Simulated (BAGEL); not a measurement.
**CH6Si (methylsilane), step by step**

Aim: the energy (HF/6-31G*), then a single-point energy (NEVPT2(2,2)/6-31G*), then the energy (CASPT2(2,2)/6-31G*) of CH6Si (methylsilane). 

The calculation is run with BAGEL 1.2.2.

### 1 The structure to begin with

CH6Si: 8 atoms, total charge 0, spin state singlet. As SMILES, `C[SiH3]`. One bond was lengthened or shortened from a relaxed shape.

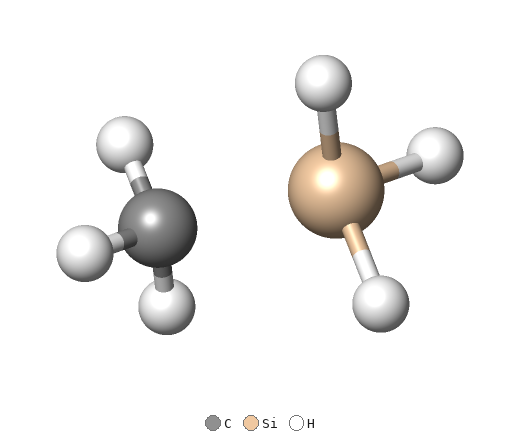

The structure, seen from a chosen angle (carbon grey, silicon light orange, hydrogen white).

### 2 The energy at HF/6-31G(d) (density fitting with svp-jkfit, spherical functions) (run 1)

Contents of input.json:

```json
{ "bagel": [

{
  "title": "molecule",
  "basis": "6-31gs.json",
  "df_basis": "svp-jkfit",
  "angstrom": false,
  "geometry": [
    { "atom": "C", "xyz": [ -0.44047626,  0.58182022, -2.28199358 ] },
    { "atom": "Si", "xyz": [  0.30692932, -0.40544074,  1.59020453 ] },
    { "atom": "H", "xyz": [ -2.44163954,  0.34139036, -2.72660835 ] },
    { "atom": "H", "xyz": [  0.64983902, -0.61089932, -3.56606249 ] },
    { "atom": "H", "xyz": [  0.06615931,  2.54898732, -2.64776897 ] },
    { "atom": "H", "xyz": [ -1.18100324,  1.22117882,  3.33610360 ] },
    { "atom": "H", "xyz": [  3.03406868, -0.07560794,  2.19183664 ] },
    { "atom": "H", "xyz": [ -0.38382227, -3.08631960,  2.08395218 ] }
  ]
},
{
  "title": "hf"
},
{
  "title": "print",
  "file": "orbitals.molden",
  "orbitals": true
}

]}
```

The basis set 6-31G* is read from a file made from the Basis Set Exchange's data (not shown).

On the command line:

```bash
$ BAGEL_NUM_THREADS=1 BAGEL input.json > input.out
```

The program printed:

```text
* using 1 threads per process

  ===============================================================
  ===============================================================

  *** Geometry ***

  { "atom" : "C", "xyz" : [     -0.440476,      0.581820,     -2.281994 ] },
  { "atom" : "Si", "xyz" : [      0.306929,     -0.405441,      1.590205 ] },
  { "atom" : "H", "xyz" : [     -2.441640,      0.341390,     -2.726608 ] },
  { "atom" : "H", "xyz" : [      0.649839,     -0.610899,     -3.566062 ] },
  { "atom" : "H", "xyz" : [      0.066159,      2.548987,     -2.647769 ] },
  { "atom" : "H", "xyz" : [     -1.181003,      1.221179,      3.336104 ] },
  { "atom" : "H", "xyz" : [      3.034069,     -0.075608,      2.191837 ] },
  { "atom" : "H", "xyz" : [     -0.383822,     -3.086320,      2.083952 ] },

  Number of auxiliary basis functions:      311

  Since a DF basis is specified, we compute 2- and 3-index integrals:
    o Being stored without compression. Storage requirement is 0.005 GB

  Number of basis functions:       44
  Number of electrons      :       26

    * METHOD: MOLECULE                             0.08

  *** RHF ***

  === Nuclear Repulsion ===
    58.5183296651

      * DIIS with orbital gradients will be used.

  === RHF iteration (6-31gs.json) ===
      0       -330.18833446          0.01850835           0.01
      1       -330.24336405          0.00710272           0.01
      2       -330.25237895          0.00194167           0.01
      3       -330.25316357          0.00013495           0.01
      4       -330.25316999          0.00003364           0.01
      5       -330.25317047          0.00000820           0.01
      6       -330.25317050          0.00000244           0.01
      7       -330.25317050          0.00000033           0.01
      8       -330.25317050          0.00000008           0.01
      9       -330.25317050          0.00000003           0.01
     10       -330.25317050          0.00000000           0.01
    * SCF iteration converged.

    * Permanent dipole moment:
           (    0.022316,    -0.029472,     0.115586) a.u.

    * METHOD: HF                                   0.16

    * METHOD: PRINT                                0.00

  ===============================================================
```

Wall time 0.44 s (1 thread of Intel Xeon Platinum 8488C (Sapphire Rapids), shared host); peak memory 0.15 GiB.

### 3 The energy at NEVPT2(2,2)/6-31G(d) (density fitting with svp-jkfit, spherical functions) (run 2)

Contents of input.json:

```json
{ "bagel": [

{
  "title": "molecule",
  "basis": "6-31gs.json",
  "df_basis": "svp-jkfit",
  "geometry": [
    { "atom": "C", "xyz": [    -0.44047626,     0.58182022,    -2.28199358 ] },
    { "atom": "Si", "xyz": [     0.30692932,    -0.40544074,     1.59020453 ] },
    { "atom": "H", "xyz": [    -2.44163954,     0.34139036,    -2.72660835 ] },
    { "atom": "H", "xyz": [     0.64983902,    -0.61089932,    -3.56606249 ] },
    { "atom": "H", "xyz": [     0.06615931,     2.54898732,    -2.64776897 ] },
    { "atom": "H", "xyz": [    -1.18100324,     1.22117882,     3.33610360 ] },
    { "atom": "H", "xyz": [     3.03406868,    -0.07560794,     2.19183664 ] },
    { "atom": "H", "xyz": [    -0.38382227,    -3.08631960,     2.08395218 ] }
  ]
},

{
  "title": "hf"
},

{
  "title": "nevpt2",
  "nstate": 1,
  "nact": 2,
  "nclosed": 12,
  "active": [13, 14],
  "maxiter": 200,
  "natocc": true,
  "ncore": 6
},

{
  "title": "print",
  "file": "orbitals.molden",
  "orbitals": true
}

]}
```

The basis set 6-31G* is read from a file made from the Basis Set Exchange's data (not shown).

On the command line:

```bash
$ BAGEL_NUM_THREADS=1 BAGEL input.json > input.out
```

The program printed:

```text
* using 1 threads per process

  ===============================================================
  ===============================================================

  *** Geometry ***

  { "atom" : "C", "xyz" : [     -0.440476,      0.581820,     -2.281994 ] },
  { "atom" : "Si", "xyz" : [      0.306929,     -0.405441,      1.590205 ] },
  { "atom" : "H", "xyz" : [     -2.441640,      0.341390,     -2.726608 ] },
  { "atom" : "H", "xyz" : [      0.649839,     -0.610899,     -3.566062 ] },
  { "atom" : "H", "xyz" : [      0.066159,      2.548987,     -2.647769 ] },
  { "atom" : "H", "xyz" : [     -1.181003,      1.221179,      3.336104 ] },
  { "atom" : "H", "xyz" : [      3.034069,     -0.075608,      2.191837 ] },
  { "atom" : "H", "xyz" : [     -0.383822,     -3.086320,      2.083952 ] },

  Number of auxiliary basis functions:      311

  Since a DF basis is specified, we compute 2- and 3-index integrals:
    o Being stored without compression. Storage requirement is 0.005 GB

  Number of basis functions:       44
  Number of electrons      :       26

    * METHOD: MOLECULE                             0.07

  *** RHF ***

  === Nuclear Repulsion ===
    58.5183296651

      * DIIS with orbital gradients will be used.

  === RHF iteration (6-31gs.json) ===
      0       -330.18833446          0.01850835           0.01
      1       -330.24336405          0.00710272           0.01
      2       -330.25237895          0.00194167           0.01
      3       -330.25316357          0.00013495           0.01
      4       -330.25316999          0.00003364           0.01
      5       -330.25317047          0.00000820           0.01
      6       -330.25317050          0.00000244           0.01
      7       -330.25317050          0.00000033           0.01
      8       -330.25317050          0.00000008           0.01
      9       -330.25317050          0.00000003           0.01
     10       -330.25317050          0.00000000           0.01
    * SCF iteration converged.

    * Permanent dipole moment:
           (    0.022316,    -0.029472,     0.115586) a.u.

    * METHOD: HF                                   0.14

    * freezing 6 orbitals
  ---------------------------
      CASSCF calculation
  ---------------------------

    ==== Active orbitals : =====
         Orbital 13
         Orbital 14
    ============================

    * nstate   :      1
    * nclosed  :     12
    * nact     :      2
    * nvirt    :     30
  === CASSCF iteration (6-31gs.json) ===

    * Using the second-order algorithm

      0  0      -330.25476172     7.02e-04      0.00

      1  0      -330.26892158     1.56e-03      0.04

      2  0      -330.27073757     2.31e-04      0.04

      3  0      -330.27079649     9.40e-05      0.05

      4  0      -330.27079861     3.55e-05      0.04

      5  0      -330.27079873     1.23e-05      0.05

      6  0      -330.27079874     4.09e-06      0.05

      7  0      -330.27079875     1.33e-06      0.05

      8  0      -330.27079875     4.27e-07      0.04

      9  0      -330.27079875     1.37e-07      0.04

     10  0      -330.27079875     4.38e-08      0.04

     11  0      -330.27079875     1.40e-08      0.04

     12  0      -330.27079875     4.49e-09      0.03

    * Second-order optimization converged. *

     guess   0:   closed 1.                   open ..

  === FCI iteration ===

      0  0      -330.25286227     6.95e-02      0.00
      1  0      -330.27078836     1.32e-03      0.00
      2  0 *    -330.27079875     4.60e-16      0.00

     * ci vector, state   0, <S^2> = 0.0000
       2.     0.9917757688
       .2    -0.1279875946

  === DF-NEVPT2 calculation ===

    * 3-index integral transformation done
    * assembly done

      NEVPT2 correlation energy:   -0.1942048275      0.02

          (+0)     -0.1346819738
          (+0)'    -0.0211859335
          (+1)     -0.0056074754
          (+1)'    -0.0000000000
          (+2)     -0.0003262489
          (-1)     -0.0273291082
          (-1)'     0.0000000000
          (-2)     -0.0050740876

      NEVPT2 total energy:       -330.4650035732

    * METHOD: NEVPT2                               0.59

    * METHOD: PRINT                                0.00

  ===============================================================
```

Wall time 1 s (1 thread of Intel Xeon Platinum 8488C (Sapphire Rapids), shared host); peak memory 0.15 GiB.

### 4 A single-point energy at CASPT2(2,2)/6-31G(d) (density fitting with svp-jkfit, spherical functions) (run 3)

Edit input.json of step 3 so:

```diff
@@ -18,22 +18,9 @@
 
-{
-  "title": "hf"
-},
+{ "title": "hf" },
 
-{
-  "title": "nevpt2",
-  "nstate": 1,
-  "nact": 2,
-  "nclosed": 12,
-  "active": [13, 14],
-  "maxiter": 200,
-  "natocc": true,
-  "ncore": 6
-},
+{ "title": "casscf", "nstate": 1, "nact": 2, "nclosed": 12, "active": [13, 14], "maxiter": 200, "natocc": true },
 
-{
-  "title": "print",
-  "file": "orbitals.molden",
-  "orbitals": true
-}
+{ "title": "print", "file": "orbitals.molden", "orbitals": true },
+
+{ "title": "smith", "method": "caspt2", "ms": true, "xms": true, "sssr": true, "shift": 0.2, "shift_imag": true, "ncore": 6 }
```

The basis set 6-31G* is read from a file made from the Basis Set Exchange's data (not shown).

On the command line:

```bash
$ BAGEL_NUM_THREADS=1 BAGEL input.json > input.out
```

The program printed:

```text
* using 1 threads per process

  ===============================================================
  ===============================================================

  *** Geometry ***

  { "atom" : "C", "xyz" : [     -0.440476,      0.581820,     -2.281994 ] },
  { "atom" : "Si", "xyz" : [      0.306929,     -0.405441,      1.590205 ] },
  { "atom" : "H", "xyz" : [     -2.441640,      0.341390,     -2.726608 ] },
[... 4 lines of this table left out ...]
  { "atom" : "H", "xyz" : [     -0.383822,     -3.086320,      2.083952 ] },

  Number of auxiliary basis functions:      311

  Since a DF basis is specified, we compute 2- and 3-index integrals:
    o Being stored without compression. Storage requirement is 0.005 GB

  Number of basis functions:       44
  Number of electrons      :       26

    * METHOD: MOLECULE                             0.07

  *** RHF ***

  === Nuclear Repulsion ===
    58.5183296651

      * DIIS with orbital gradients will be used.

[... 6 lines left out ...]
    * SCF iteration converged.
[... 1 line left out ...]
    * Permanent dipole moment:
[... 27 lines left out ...]
    * Second-order optimization converged. *
[... 9 lines left out ...]
     * ci vector, state   0, <S^2> = 0.0000
[... 16 lines left out ...]
    * Zeroth order energy : state  0       -0.9053395388
[... 3 lines left out ...]
      -------------------------------------------  CASPT2 iteration  ---------------------------------------------------
       #      aibj      arbs      arbi      airj      risj      airs      arst      rist         Etot      error   time
      ------------------------------------------------------------------------------------------------------------------

       0  -0.13471  -0.00614  -0.02762  -0.00610  -0.00047  -0.01831  -0.00000  -0.00000   -0.1933474  0.0028766   0.01
       1  -0.13490  -0.00621  -0.02778  -0.00625  -0.00051  -0.01880  -0.00000  -0.00000   -0.1944490  0.0004784   0.01
       2  -0.13492  -0.00621  -0.02777  -0.00625  -0.00051  -0.01881  -0.00000  -0.00000   -0.1944887  0.0001022   0.01
       3  -0.13492  -0.00621  -0.02777  -0.00625  -0.00051  -0.01882  -0.00000  -0.00000   -0.1944900  0.0000218   0.01
       4  -0.13492  -0.00621  -0.02777  -0.00625  -0.00051  -0.01882  -0.00000  -0.00000   -0.1944901  0.0000048   0.01
       5  -0.13492  -0.00621  -0.02777  -0.00625  -0.00051  -0.01882  -0.00000  -0.00000   -0.1944901  0.0000009   0.01

      ------------------------------------------------------------------------------------------------------------------

    * CASPT2 energy : state  0     -330.4665935837
        w/o shift correction       -330.4652888016
        reference weight              0.9298394202

    * METHOD: SMITH                                0.09

  ===============================================================
```

Wall time 1.1 s (1 thread of Intel Xeon Platinum 8488C (Sapphire Rapids), shared host); peak memory 0.15 GiB.

### 5 What came out

| quantity | value |
| --- | --- |
| run 1, HF/6-31G*: total energy | -330.25317 Eh |
| run 1, HF/6-31G*: dipole moment | 0.31 D |
| run 1, HF/6-31G*: HOMO energy | -11.31 eV |
| run 1, HF/6-31G*: LUMO energy | 4.01 eV |
| run 1, HF/6-31G*: HOMO–LUMO gap | 15.32 eV |
| run 2, NEVPT2(2,2)/6-31G*: total energy | -330.46500 Eh |
| run 3, CASPT2(2,2)/6-31G*: total energy | -330.46659 Eh |
